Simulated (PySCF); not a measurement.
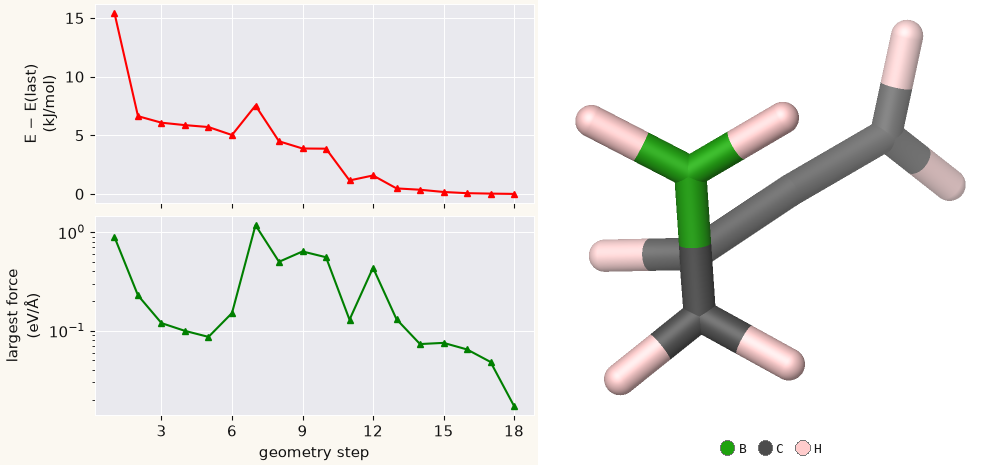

Beside the plot: the molecule at the start.

History of a geometry optimisation.

The run: C4H7B (SMILES BCC=C=C), by PySCF, PBE0-D3(BJ)/def2-SVP, geometry optimisation.

Question: How did the optimisation end?

Answer: The optimisation met its thresholds at geometry 18, counting the start as the first. The energy fell by about 15 kJ/mol from the first step to the last, with a rise at steps 7 and 12. The largest force goes from about 0.89 eV/Å at the start to 0.017 eV/Å at the end.
